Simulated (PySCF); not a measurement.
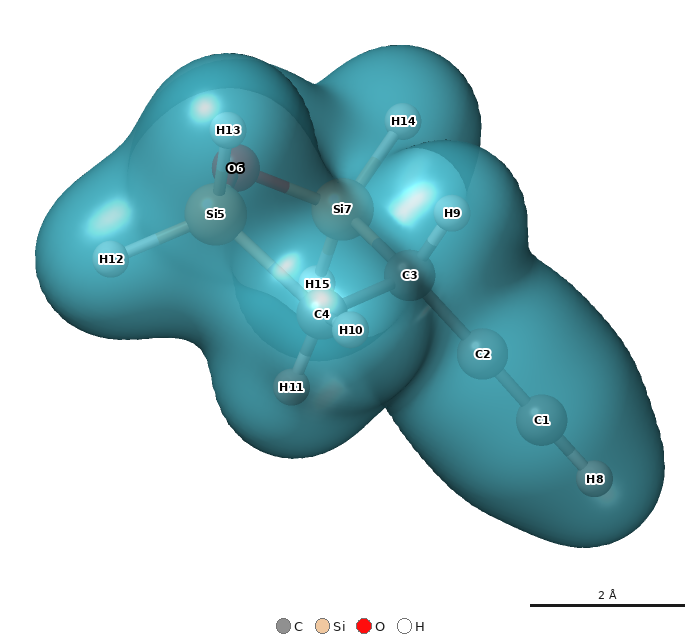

Figure. C₄H₈OSi₂. Isosurface of the electron density at 0.05 e/Å³ (cyan), seen at an oblique angle.

Geometry: PBE0-D3(BJ)/def2-SVP.

Computed with PBE0/pcSseg-1, SCF density, gas phase, non-relativistic (PySCF).

```xyz
15

C     2.9526   -0.2538   -1.0668
C     1.9237   -0.1761   -0.4296
C     0.6760   -0.0540    0.2983
C    -0.3813   -1.1383   -0.0398
Si   -2.0563   -0.4702    0.5467
O    -1.7781    1.1816    0.3973
Si   -0.2038    1.6284    0.0326
H     3.8664   -0.3260   -1.6262
H     0.8943   -0.0942    1.3826
H    -0.1066   -2.1161    0.3866
H    -0.4298   -1.2717   -1.1341
H    -3.1967   -0.8928   -0.3145
H    -2.3576   -0.8100    1.9692
H     0.2798    2.6820    0.9671
H    -0.0944    2.0934   -1.3791
```

**What does this surface tell about the bonding?**

At this value the surface is in one piece. It bridges the sampled C–C (1.21 Å), Si–O (1.68 Å), C–Si (1.90 Å) and C–H (1.07 Å) contacts, where the density stays above the isovalue. On the grid the lowest density along these lines, outside the cores, is 2.7 e/Å³ (C–C, 1.21 Å), 0.9 e/Å³ (Si–O, 1.68 Å), 0.81 e/Å³ (C–Si, 1.90 Å) and 1.9 e/Å³ (C–H, 1.07 Å).
